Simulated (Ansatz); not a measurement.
**GeH3F (GeFH3): levels of theory compared**

Aim: a comparison of 6 runs (UHF/STO-3G, B3LYP/STO-3G, PBE0/STO-3G, UPBE0/STO-3G, r2SCAN0/STO-3G, CCSDT/STO-3G) of GeH3F (GeFH3). 

Program for the calculation: Ansatz 0.2.0.

57 further runs of the same task are left out: 8 that didn't finish, 49 set aside as unsound or not needed.

## (1) Starting point

The species is GeH3F (5 atoms), meant as a singlet with charge 0. SMILES: `[H][Ge]([H])([H])[F]`. The H4–Ge1 distance was set to 2.239 Å, away from the relaxed value. At this shape a bond of the SMILES string is far longer than usual.

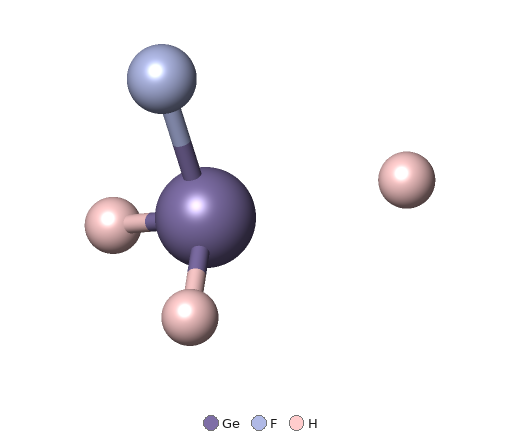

Viewed from a chosen angle; germanium purple, fluorine light blue, hydrogen pink.

## (2) The energy at UHF/STO-3G (run 1)

molecule.yaml

```yaml
basis:
  gaussian:
    orbitals: STO-3G
crystal:
  periodic: [false, false, false]
  atoms:
    - {symbol: Ge, position_ang: [0.364009, -0.629271, 0.023145]}
    - {symbol: F, position_ang: [0.375529, -0.648201, 1.757805]}
    - {symbol: H, position_ang: [1.813839, -0.618251, -0.331725]}
    - {symbol: H, position_ang: [-0.731820, 1.260740, -0.465520]}
    - {symbol: H, position_ang: [-0.360481, -1.884981, -0.332165]}
magnetization:
  spin_polarized: true
  initial_magnetization: 0
hamiltonian:
  xc: hf
accuracy: high
```

Launch:

```console
$ ansatz run molecule.yaml --threads 1 --pin off --max-ram 2610MiB --events-out events.jsonl --progress --plain --runs-dir runs
```

What it wrote:

```text
Warning: RAYON_NUM_THREADS=1 ignored (pool sized by the plan → 1); use --threads N
Functional definition: HF
  name "HF"
  exchange = exact_x
  correlation = 0
384 factors; integrals over basis functions are off by at most 2.9e-9 eV
mean field evaluation 1: about -58540.9518 eV, gradient 1.2e1 eV
mean field evaluation 2: about -58540.9780 eV, gradient 1.2e1 eV
mean field evaluation 4: about -58542.7897 eV, gradient 9.5e-1 eV
mean field evaluation 8: about -58542.8032 eV, gradient 6.2e-6 eV
mean field evaluation 16: about -58543.1159 eV, gradient 1.2e-2 eV
mean field -58543.10694724 eV, -2151.4194983680 hartree, gradient 2.7e-8 eV, S^2 0.450007; 1 other end points of the search recorded, 0 dependent functions left out
reference -58543.10694724 eV, -2151.4194983680 hartree; 22, 22 occupied and 4, 4 virtual orbitals, 384 factors
Total energy: -58543.10694724 eV, -2151.4194983680 hartree
```

It took 0.32 s on 1 thread of Arm Neoverse V1, shared host.

## (3) The energy at B3LYP/STO-3G (run 2)

input.yaml

```yaml
crystal:
  periodic: [false, false, false]
  atoms:
    - {symbol: Ge, position_ang: [0.364009, -0.629271, 0.023145]}
    - {symbol: F, position_ang: [0.375529, -0.648201, 1.757805]}
    - {symbol: H, position_ang: [1.813839, -0.618251, -0.331725]}
    - {symbol: H, position_ang: [-0.731820, 1.260740, -0.465520]}
    - {symbol: H, position_ang: [-0.360481, -1.884981, -0.332165]}
basis:
  gaussian:
    orbitals: STO-3G
hamiltonian:
  xc: {name: B3LYP}
accuracy: high
```

Launch:

```console
$ ansatz run input.yaml --threads 1 --pin off --max-ram 2610MiB --events-out events.jsonl --progress --plain --runs-dir runs
```

What it wrote:

```text
Warning: RAYON_NUM_THREADS=1 ignored (pool sized by the plan → 1); use --threads N
Functional definition: B3LYP
  name "B3LYP"
  parameter a0 = 0.2
  parameter ax = 0.72
  parameter ac = 0.81
  exchange = (1 - a0 - ax)*slater_x + ax*b88_x + a0*exact_x
  correlation = (1 - ac)*vwn_rpa_c + ac*lyp_c
384 factors; integrals over basis functions are off by at most 2.9e-9 eV
mean field evaluation 1: about -58579.9471 eV, gradient 5.5e1 eV
mean field evaluation 2: about -58579.3630 eV, gradient 4.2e1 eV
mean field evaluation 4: about -58589.4335 eV, gradient 3.1e0 eV
mean field evaluation 8: about -58589.4604 eV, gradient 3.3e-1 eV
mean field evaluation 16: about -58589.4611 eV, gradient 1.7e-6 eV
mean field -58589.46105575 eV, -2153.1229804358 hartree, gradient 2.4e-8 eV, S^2 0.000000; 0 other end points of the search recorded, 0 dependent functions left out
reference -58589.46108030 eV, -2153.1229813381 hartree; 22, 22 occupied and 4, 4 virtual orbitals, 384 factors
Total energy: -58589.46108030 eV, -2153.1229813381 hartree
```

It took 1.4 s on 1 thread of Arm Neoverse V1, shared host; peak memory 0.094 GiB.

Run 3 isn't shown in full; the table further down has it.

## (4) The energy at UPBE0/STO-3G (run 4)

molecule.yaml

```yaml
crystal:
  periodic: [false, false, false]
  atoms:
    - symbol: Ge
      position_ang: [0.364009, -0.629271, 0.023145]
    - symbol: F
      position_ang: [0.375529, -0.648201, 1.757805]
    - symbol: H
      position_ang: [1.813839, -0.618251, -0.331725]
    - symbol: H
      position_ang: [-0.731820, 1.260740, -0.465520]
    - symbol: H
      position_ang: [-0.360481, -1.884981, -0.332165]
basis:
  gaussian:
    orbitals: STO-3G
magnetization:
  spin_polarized: true
  initial_magnetization: 0
hamiltonian:
  xc: pbe0
accuracy: high
```

Launch:

```console
$ ansatz run molecule.yaml --threads 1 --pin off --max-ram 2610MiB --events-out events.jsonl --progress --plain --runs-dir runs
```

What it wrote:

```text
Warning: RAYON_NUM_THREADS=1 ignored (pool sized by the plan → 1); use --threads N
Functional definition: PBE0
  name "PBE0"
  parameter a = 0.25
  parameter kappa = 0.804
  parameter beta = 0.06672455060314922
  exchange = (1 - a)*pbe_x(kappa = kappa, mu = beta*pi^2/3) + a*exact_x
  correlation = pbe_c(beta = beta)
384 factors; integrals over basis functions are off by at most 2.9e-9 eV
mean field evaluation 1: about -58578.8009 eV, gradient 1.9e1 eV
mean field evaluation 2: about -58578.1855 eV, gradient 1.9e1 eV
mean field evaluation 4: about -58581.7015 eV, gradient 5.1e-1 eV
mean field evaluation 8: about -58581.6721 eV, gradient 1.2e-2 eV
mean field evaluation 16: about -58581.6721 eV, gradient 2.3e-7 eV
mean field -58581.67207220 eV, -2152.8367405698 hartree, gradient 5.9e-8 eV, S^2 0.000000; 1 other end points of the search recorded, 0 dependent functions left out
reference -58581.67207343 eV, -2152.8367406151 hartree; 22, 22 occupied and 4, 4 virtual orbitals, 384 factors
Total energy: -58581.67207343 eV, -2152.8367406151 hartree
```

It took 2.5 s on 1 thread of Arm Neoverse V1, shared host; peak memory 0.13 GiB.

Run 5 isn't shown in full; the table further down has it.

## (5) The energy at CCSDT/STO-3G (run 6)

in.yaml

```yaml
crystal:
  periodic: [false, false, false]
  atoms:
    - {symbol: Ge, position_ang: [0.364009, -0.629271, 0.023145]}
    - {symbol: F, position_ang: [0.375529, -0.648201, 1.757805]}
    - {symbol: H, position_ang: [1.813839, -0.618251, -0.331725]}
    - {symbol: H, position_ang: [-0.731820, 1.260740, -0.465520]}
    - {symbol: H, position_ang: [-0.360481, -1.884981, -0.332165]}
basis:
  gaussian:
    orbitals: STO-3G
scf:
  omitted_lower_state_checks: [cluster_reference, increment]
accuracy: high
correlation:
  method: ccsdt
  frozen_orbitals: {F: 1, Ge: 9, H: 0}
```

Launch:

```console
$ ansatz run in.yaml --threads 1 --pin off --max-ram 2610MiB --events-out events.jsonl --progress --plain --runs-dir runs
```

What it wrote:

```text
Warning: RAYON_NUM_THREADS=1 ignored (pool sized by the plan → 1); use --threads N
[... 11 lines left out ...]
10 core orbitals not correlated: weight in the atoms' cores, before any rotation towards them, 1.000 or more for the frozen orbitals, at most 0.000 for the correlated occupied ones
[... 34 lines left out ...]
Total energy: -58545.94932510 eV, -2151.5239538277 hartree
Checks for a lower state left out: cluster_reference, increment
```

It took 0.73 s on 1 thread of Arm Neoverse V1, shared host.

## (6) All runs side by side

| run | level | frozen core orbitals | energy (Eh) | wall time |
| --- | --- | --- | --- | --- |
| 1 | UHF/STO-3G | – | -2151.419498 | 0.32 s |
| 2 | B3LYP/STO-3G | – | -2153.122981 | 1.4 s |
| 3 | PBE0/STO-3G | – | -2152.836741 | 1.4 s |
| 4 | UPBE0/STO-3G | – | -2152.836741 | 2.5 s |
| 5 | r2SCAN0/STO-3G | – | -2153.216970 | 3.9 s |
| 6 | CCSDT/STO-3G | 10 | -2151.523954 | 0.73 s |

## (7) Results

```
                                           quantity           value
                                run 6: total energy  -2151.52395 Eh
run 6: correlation energy (10 core orbitals frozen)      -115.6 mEh
                               run 6: T1 diagnostic           0.010
```

What this shows: Totals of different functionals can't be ranked against each other. In run 6 the log says that unrestricted orbitals would lower the reference, so the values rest on an unstable closed-shell determinant (other closed-shell runs at this shape may share the fault). In runs 1, 2, 3, 4, 5, 6 the basis is minimal, so the values are rough. Spin contamination of the reference: run 1 ⟨S²⟩ = 0.45. All runs together took 10 s, the longest 3.9 s.
